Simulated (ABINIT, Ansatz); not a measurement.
# Lattice dynamics of Tm (P6_3/mmc) in two programs, part 3 of 4

How does Tm (P6_3/mmc) vibrate, and is this structure a minimum?

ABINIT 10.8.3; DFT PBE, scalar-relativistic, plane waves, PseudoDojo norm-conserving, 4f in core pseudopotentials.

So far. Step 4 (Self-consistent run for the response): The cell stands at -2.7 GPa: the relaxation ran with a smoothed and higher cutoff and on another k mesh. Step 5 (Zone-centre response): The acoustic modes at Γ come out as far as 3.6 cm⁻¹ from zero, where they should vanish, a small numerical error. The relaxed cell has a = 3.543, c = 5.532 Å (conventional setting).

## 7. Interpolated phonon bands

anaddb transforms the dynamical matrices to force constants and back along the path; points of the mesh come back as solved, but for the sum rule and, in polar crystals, the LO-TO term at Γ; the rest is interpolation.

Contents of anaddb.abi:

```
ddb_filepath "all_DDB"
output_file "anaddb.abo"
outdata_prefix "anaddb"
ifcflag 1
ngqpt 4 4 2
nqshft 1
q1shft 0.0 0.0 0.0
asr 1
chneut 0
dipdip 0
dipquad 0
quadquad 0
enunit 0
eivec 0
nph1l 93
qph1l 
    0.0 0.0 0.0 1.0
    0.05 0.0 0.0 1.0
    0.1 0.0 0.0 1.0
    0.15 0.0 0.0 1.0
    0.2 0.0 0.0 1.0
    0.25 0.0 0.0 1.0
    0.3 0.0 0.0 1.0
    0.35 0.0 0.0 1.0
    0.4 0.0 0.0 1.0
    0.45 0.0 0.0 1.0
    0.5 0.0 0.0 1.0
    0.48333333 0.03333333 0.0 1.0
    0.46666667 0.06666667 0.0 1.0
    0.45 0.1 0.0 1.0
    0.43333333 0.13333333 0.0 1.0
    0.41666667 0.16666667 0.0 1.0
    0.4 0.2 0.0 1.0
    0.38333333 0.23333333 0.0 1.0
    0.36666667 0.26666667 0.0 1.0
    0.35 0.3 0.0 1.0
    0.33333333 0.33333333 0.0 1.0
    0.3 0.3 0.0 1.0
    0.26666667 0.26666667 0.0 1.0
    0.23333333 0.23333333 0.0 1.0
    0.2 0.2 0.0 1.0
    0.16666667 0.16666667 0.0 1.0
    0.13333333 0.13333333 0.0 1.0
    0.1 0.1 0.0 1.0
    0.06666667 0.06666667 0.0 1.0
    0.03333333 0.03333333 0.0 1.0
    0.0 0.0 0.0 1.0
    0.0 0.0 0.05 1.0
    0.0 0.0 0.1 1.0
    0.0 0.0 0.15 1.0
    0.0 0.0 0.2 1.0
    0.0 0.0 0.25 1.0
    0.0 0.0 0.3 1.0
    0.0 0.0 0.35 1.0
    0.0 0.0 0.4 1.0
    0.0 0.0 0.45 1.0
    0.0 0.0 0.5 1.0
    0.05 0.0 0.5 1.0
    0.1 0.0 0.5 1.0
    0.15 0.0 0.5 1.0
    0.2 0.0 0.5 1.0
    0.25 0.0 0.5 1.0
    0.3 0.0 0.5 1.0
    0.35 0.0 0.5 1.0
    0.4 0.0 0.5 1.0
    0.45 0.0 0.5 1.0
    0.5 0.0 0.5 1.0
    0.48333333 0.03333333 0.5 1.0
    0.46666667 0.06666667 0.5 1.0
    0.45 0.1 0.5 1.0
    0.43333333 0.13333333 0.5 1.0
    0.41666667 0.16666667 0.5 1.0
    0.4 0.2 0.5 1.0
    0.38333333 0.23333333 0.5 1.0
    0.36666667 0.26666667 0.5 1.0
    0.35 0.3 0.5 1.0
    0.33333333 0.33333333 0.5 1.0
    0.3 0.3 0.5 1.0
    0.26666667 0.26666667 0.5 1.0
    0.23333333 0.23333333 0.5 1.0
    0.2 0.2 0.5 1.0
    0.16666667 0.16666667 0.5 1.0
    0.13333333 0.13333333 0.5 1.0
    0.1 0.1 0.5 1.0
    0.06666667 0.06666667 0.5 1.0
    0.03333333 0.03333333 0.5 1.0
    0.0 0.0 0.5 1.0
    0.5 0.0 0.5 1.0
    0.5 0.0 0.45 1.0
    0.5 0.0 0.4 1.0
    0.5 0.0 0.35 1.0
    0.5 0.0 0.3 1.0
    0.5 0.0 0.25 1.0
    0.5 0.0 0.2 1.0
    0.5 0.0 0.15 1.0
    0.5 0.0 0.1 1.0
    0.5 0.0 0.05 1.0
    0.5 0.0 0.0 1.0
    0.33333333 0.33333333 0.5 1.0
    0.33333333 0.33333333 0.45 1.0
    0.33333333 0.33333333 0.4 1.0
    0.33333333 0.33333333 0.35 1.0
    0.33333333 0.33333333 0.3 1.0
    0.33333333 0.33333333 0.25 1.0
    0.33333333 0.33333333 0.2 1.0
    0.33333333 0.33333333 0.15 1.0
    0.33333333 0.33333333 0.1 1.0
    0.33333333 0.33333333 0.05 1.0
    0.33333333 0.33333333 0.0 1.0
```

Contents of mrgddb.in:

```
all_DDB
merged
8
dfpt_gammao_DDB
dfpt_qo_DS1_DDB
dfpt_qo_DS2_DDB
dfpt_qo_DS3_DDB
dfpt_qo_DS4_DDB
dfpt_qo_DS5_DDB
dfpt_qo_DS6_DDB
dfpt_qo_DS7_DDB
```

Launch:

```
> mrgddb < mrgddb.in > mrgddb.log
> OMP_NUM_THREADS=1 anaddb anaddb.abi > anaddb.log
```

anaddb.abo, the main output file:

```text
[banners, grids, parts of the stress and lines that vanish by symmetry left out]
-outvars_anaddb: echo values of input variables ----------------------

 Flags :
[...]
Phonon wavevector (reduced coordinates) :  0.00000  0.00000  0.00000
 Phonon energies in Hartree :
[...]
Phonon frequencies in cm-1    :
-  0.000000E+00  0.000000E+00  0.000000E+00  6.830650E+01  6.830650E+01
-  1.158312E+02
[...]
Phonon wavevector (reduced coordinates) :  0.05000  0.00000  0.00000
 Phonon energies in Hartree :
[...]
Phonon frequencies in cm-1    :
-  9.664594E+00  1.001181E+01  1.584735E+01  6.889700E+01  6.989911E+01
-  1.158692E+02
[...]
Phonon wavevector (reduced coordinates) :  0.10000  0.00000  0.00000
 Phonon energies in Hartree :
[...]
Phonon frequencies in cm-1    :
-  1.912592E+01  1.971051E+01  3.133177E+01  7.067801E+01  7.410887E+01
-  1.159225E+02
[...]
Phonon wavevector (reduced coordinates) :  0.15000  0.00000  0.00000
 Phonon energies in Hartree :
[...]
Phonon frequencies in cm-1    :
-  2.820652E+01  2.874850E+01  4.602933E+01  7.365913E+01  7.966085E+01
-  1.158297E+02
[...]
Phonon wavevector (reduced coordinates) :  0.20000  0.00000  0.00000
 Phonon energies in Hartree :
[...]
Phonon frequencies in cm-1    :
-  3.677058E+01  3.677105E+01  5.945792E+01  7.778043E+01  8.531929E+01
-  1.153837E+02
[...]
Phonon wavevector (reduced coordinates) :  0.25000  0.00000  0.00000
 Phonon energies in Hartree :
[...]
Phonon frequencies in cm-1    :
-  4.351623E+01  4.472398E+01  7.111346E+01  8.279626E+01  9.031139E+01
-  1.144039E+02
  Phonon wavevector (reduced coordinates) :  0.30000  0.00000  0.00000
 Phonon energies in Hartree :
[...]
Phonon frequencies in cm-1    :
-  4.890550E+01  5.198087E+01  8.046887E+01  8.820664E+01  9.444377E+01
-  1.128086E+02
  Phonon wavevector (reduced coordinates) :  0.35000  0.00000  0.00000
 Phonon energies in Hartree :
[...]
Phonon frequencies in cm-1    :
-  5.299872E+01  5.840685E+01  8.698207E+01  9.334173E+01  9.803469E+01
-  1.106829E+02
  Phonon wavevector (reduced coordinates) :  0.40000  0.00000  0.00000
 Phonon energies in Hartree :
[...]
Phonon frequencies in cm-1    :
-  5.588277E+01  6.372081E+01  9.056417E+01  9.753824E+01  1.013072E+02
-  1.083474E+02
  Phonon wavevector (reduced coordinates) :  0.45000  0.00000  0.00000
 Phonon energies in Hartree :
[...]
Phonon frequencies in cm-1    :
-  5.760588E+01  6.739792E+01  9.208689E+01  1.002729E+02  1.036993E+02
-  1.064080E+02
  Phonon wavevector (reduced coordinates) :  0.50000  0.00000  0.00000
 Phonon energies in Hartree :
[...]
Phonon frequencies in cm-1    :
-  5.818017E+01  6.874551E+01  9.248614E+01  1.012210E+02  1.045660E+02
-  1.056301E+02
  Phonon wavevector (reduced coordinates) :  0.48333  0.03333  0.00000
 Phonon energies in Hartree :
[...]
Phonon frequencies in cm-1    :
-  5.878281E+01  6.895560E+01  9.238643E+01  1.011563E+02  1.043724E+02
-  1.054177E+02
  Phonon wavevector (reduced coordinates) :  0.46667  0.06667  0.00000
 Phonon energies in Hartree :
[...]
Phonon frequencies in cm-1    :
-  6.051937E+01  6.958278E+01  9.204070E+01  1.010216E+02  1.038011E+02
-  1.047851E+02
  Phonon wavevector (reduced coordinates) :  0.45000  0.10000  0.00000
 Phonon energies in Hartree :
[...]
Phonon frequencies in cm-1    :
-  6.319711E+01  7.061773E+01  9.135311E+01  1.009512E+02  1.028801E+02
-  1.037464E+02
[...]
Phonon wavevector (reduced coordinates) :  0.10000  0.00000  0.50000
 Phonon energies in Hartree :
[...]
Phonon frequencies in cm-1    :
-  5.282725E+01  5.282725E+01  5.395319E+01  5.395319E+01  8.510332E+01
-  8.510332E+01
  Phonon wavevector (reduced coordinates) :  0.15000  0.00000  0.50000
 Phonon energies in Hartree :
[...]
Phonon frequencies in cm-1    :
-  5.655549E+01  5.655549E+01  5.803039E+01  5.803039E+01  8.819189E+01
-  8.819189E+01
  Phonon wavevector (reduced coordinates) :  0.20000  0.00000  0.50000
 Phonon energies in Hartree :
[...]
Phonon frequencies in cm-1    :
-  6.096338E+01  6.096338E+01  6.186054E+01  6.186054E+01  9.173354E+01
-  9.173354E+01
  Phonon wavevector (reduced coordinates) :  0.25000  0.00000  0.50000
 Phonon energies in Hartree :
[...]
Phonon frequencies in cm-1    :
-  6.487508E+01  6.487508E+01  6.554509E+01  6.554509E+01  9.512411E+01
-  9.512411E+01
  Phonon wavevector (reduced coordinates) :  0.30000  0.00000  0.50000
 Phonon energies in Hartree :
[...]
Phonon frequencies in cm-1    :
-  6.692480E+01  6.692480E+01  6.986748E+01  6.986748E+01  9.789772E+01
-  9.789772E+01
  Phonon wavevector (reduced coordinates) :  0.35000  0.00000  0.50000
 Phonon energies in Hartree :
[...]
Phonon frequencies in cm-1    :
-  6.811185E+01  6.811185E+01  7.358228E+01  7.358228E+01  9.985036E+01
-  9.985036E+01
[...]
Phonon wavevector (reduced coordinates) :  0.33333  0.33333  0.05000
 Phonon energies in Hartree :
[...]
Phonon frequencies in cm-1    :
-  8.163304E+01  8.163304E+01  8.934167E+01  8.934167E+01  9.425199E+01
-  1.021123E+02
  Phonon wavevector (reduced coordinates) :  0.33333  0.33333  0.00000
 Phonon energies in Hartree :
[...]
Phonon frequencies in cm-1    :
-  8.395997E+01  8.395997E+01  8.733013E+01  8.733013E+01  9.422021E+01
-  1.021772E+02
-
```

Wall time 0.57 s (1 thread of Arm Neoverse N1, shared host).

Read from the output:

* lowest frequency on the path: 0 cm⁻¹

Anaddb. Phonon branches along the path, in cm⁻¹:

```tsv
point	branch 1	branch 2	branch 3	branch 4	branch 5	branch 6
Γ	0	0	0	68	68	116
M	58	69	92	101	105	106
K	84	84	87	87	94	102
Γ	0	0	0	68	68	116
A	49	49	49	49	82	82
L	69	69	79	79	102	102
H	54	54	98	98	103	103
A	49	49	49	49	82	82
jump to L	69	69	79	79	102	102
M	58	69	92	101	105	106
jump to H	54	54	98	98	103	103
K	84	84	87	87	94	102
```

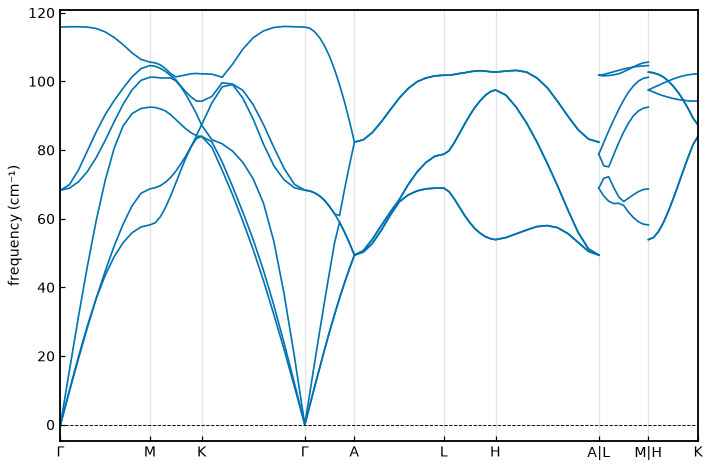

Phonon branches along the path.

All branches are real along the path.

## 8. Density of states

Sums over the zone need many more wavevectors than were solved, so the interpolation is sampled on a dense mesh.

Contents of anaddb.abi:

```
ddb_filepath "all_DDB"
output_file "anaddb.abo"
outdata_prefix "anaddb"
ifcflag 1
ngqpt 4 4 2
nqshft 1
q1shft 0.0 0.0 0.0
asr 1
chneut 0
dipdip 0
dipquad 0
quadquad 0
prtdos 2
ng2qpt 15 15 8
dosdeltae 4.5563e-06
ntemper 11
temperinc 100.0
tempermin 0.0
```

Launch:

```
> OMP_NUM_THREADS=1 anaddb anaddb.abi > anaddb.log
```

anaddb.abo, the main output file:

```text
[banners, grids, parts of the stress and lines that vanish by symmetry left out]
-outvars_anaddb: echo values of input variables ----------------------

 Flags :
     ifcflag         1
 Miscellaneous information :
         asr         1
      chneut         0
 Interatomic Force Constants Inputs :
      dipdip         0
     dipquad         0
    quadquad         0
      ifcana         0
      ifcout         0
 Description of grid 1 :
        brav         1
       ngqpt         4         4         2
      nqshft         1
      q1shft
                     0.00000000E+00  0.00000000E+00  0.00000000E+00
 Phonon DOS information :
   dosdeltae  4.55630000E-06
    dossmear  4.55633525E-06
 Description of grid 2 (Fourier interp. or BZ sampling):
      ng2qpt        15        15         8
      ngrids         4
      q2shft         0.00000000E+00  0.00000000E+00  0.00000000E+00

================================================================================

 read the DDB information and perform some checks

  ==== Info on the Cryst% object ====
 Real(R)+Recip(G) space primitive vectors, cartesian coordinates (Bohr,Bohr^-1):
 R(1)=  6.6958747  0.0000000  0.0000000  G(1)=  0.1493457  0.0862248  0.0000000
 R(2)= -3.3479373  5.7987976  0.0000000  G(2)=  0.0000000  0.1724495  0.0000000
 R(3)=  0.0000000  0.0000000 10.4546740  G(3)=  0.0000000  0.0000000  0.0956510
 Unit cell volume ucvol=  4.0593431E+02 bohr^3
 Angles (23,13,12)=  9.00000000E+01  9.00000000E+01  1.20000000E+02 degrees
 Time-reversal symmetry is present
 Reduced atomic positions [iatom, xred, symbol]:
    1)    0.3333333  0.6666667  0.2500000  Tm
    2)    0.6666667  0.3333333  0.7500000  Tm

 DDB file with 8 blocks has been read.

================================================================================

 Calculation of the interatomic forces

       Homogeneous q point set in the B.Z.
 Grid q points  :       32
  1)   0.00000000E+00  0.00000000E+00  0.00000000E+00
  2)   2.50000000E-01  0.00000000E+00  0.00000000E+00
  3)   5.00000000E-01  0.00000000E+00  0.00000000E+00
  4)  -2.50000000E-01  0.00000000E+00  0.00000000E+00
  5)   0.00000000E+00  2.50000000E-01  0.00000000E+00
  6)   2.50000000E-01  2.50000000E-01  0.00000000E+00
  7)   5.00000000E-01  2.50000000E-01  0.00000000E+00
  8)  -2.50000000E-01  2.50000000E-01  0.00000000E+00
  9)   0.00000000E+00  5.00000000E-01  0.00000000E+00
 10)   2.50000000E-01  5.00000000E-01  0.00000000E+00
 11)   5.00000000E-01  5.00000000E-01  0.00000000E+00
 12)  -2.50000000E-01  5.00000000E-01  0.00000000E+00
 13)   0.00000000E+00 -2.50000000E-01  0.00000000E+00
 14)   2.50000000E-01 -2.50000000E-01  0.00000000E+00
[...]
26)   2.50000000E-01  5.00000000E-01  5.00000000E-01
 27)   5.00000000E-01  5.00000000E-01  5.00000000E-01
 28)  -2.50000000E-01  5.00000000E-01  5.00000000E-01
 29)   0.00000000E+00 -2.50000000E-01  5.00000000E-01
 30)   2.50000000E-01 -2.50000000E-01  5.00000000E-01
 31)   5.00000000E-01 -2.50000000E-01  5.00000000E-01
 32)  -2.50000000E-01 -2.50000000E-01  5.00000000E-01

 The interatomic forces have been obtained

================================================================================

 Calculation of phonon density of states

 Average speed of sound partial sums:     0.9480481683E-03 (at units)
-                                   =           2.0740 [km/s]

 Debye frequency from partial sums:     0.4990707761E-03 (Ha)
-                                 =     0.3283727961E+01 (THz)
-Debye temperature from partial sums:     0.1575940867E+03 (K)

 Average speed of sound:     0.9536740158E-03 (at units)
-                      =           2.0863 [km/s]

 Debye frequency from DOS:     0.5020323303E-03 (Ha)
-                        =     0.3303214051E+01 (THz)
-Debye temperature from DOS:     0.1585292716E+03 (K)

-
```

The job ended after 0.64 s (1 thread).

This step gave:

```yaml
share_of_modes_beyond_3i_cm_minus1_on_the_dense_interpolated_mesh: 0
zero_point_energy_per_atom: 14.82 meV
heat_capacity_at_300_k: 24.62 J/(mol atoms K)
vibrational_entropy_at_300_k: 50.09 J/(mol atoms K)
```

The phonon density of states has structure finer than the step of the table below, so its rows give means over 10 cm⁻¹, whole bins alone (the curve runs from -30 to 146 cm⁻¹). Peaks (cm⁻¹: height): 60.0: 0.117, 86.0: 0.110, 102.0: 0.211.

Tetrahedra. Table of phonon density of states by wavenumber; means over each step:

```tsv
wavenumber (cm⁻¹)	phonon density of states (1/cm⁻¹/cell)
0	1.8e-5
10	5.8e-4
20	0.00312
30	0.00793
40	0.0170
50	0.0413
60	0.0981
70	0.0768
80	0.0810
90	0.0917
100	0.137
110	0.0453
120	0.00107
130	0
```

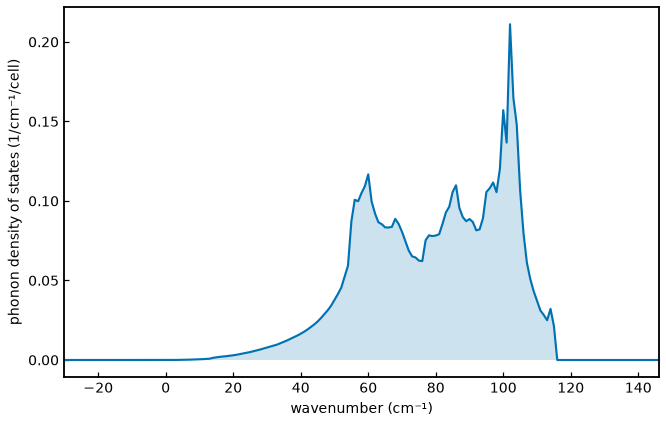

Phonon density of states against wavenumber.

Harmonic thermodynamic functions per atom, summed over the density of states scaled to three modes an atom; melting is ignored. Thermodynamic functions:

```tsv
T (K)	F_vib (meV/atom)	S (J/mol-atom/K)	C_V (J/mol-atom/K)
0	14.82	0	0
50	13.08	10.23	16.33
100	4	23.92	22.26
200	-30.07	40.17	24.23
300	-77.18	50.09	24.62
400	-132.9	57.2	24.76
500	-195.2	62.73	24.83
600	-262.6	67.26	24.86
700	-334.4	71.09	24.88
800	-409.8	74.42	24.9
900	-488.5	77.35	24.91
1000	-570	79.97	24.91
```

At 300 K the heat capacity has reached 99 % of the Dulong-Petit value.

(Continued in part 4 of 4.)

[Host names and launcher messages were left out of these logs when they were recorded.]

[Logs are printed without paths, hosts, clocks, repeated set-up lines and the standing remarks that a program may print on its own settings, such as how far it seeks lower states.]

[Hosts, paths, dates, database ids (printed as entryN), source tags and the programs' standing remarks are cut or masked in the printed files.]
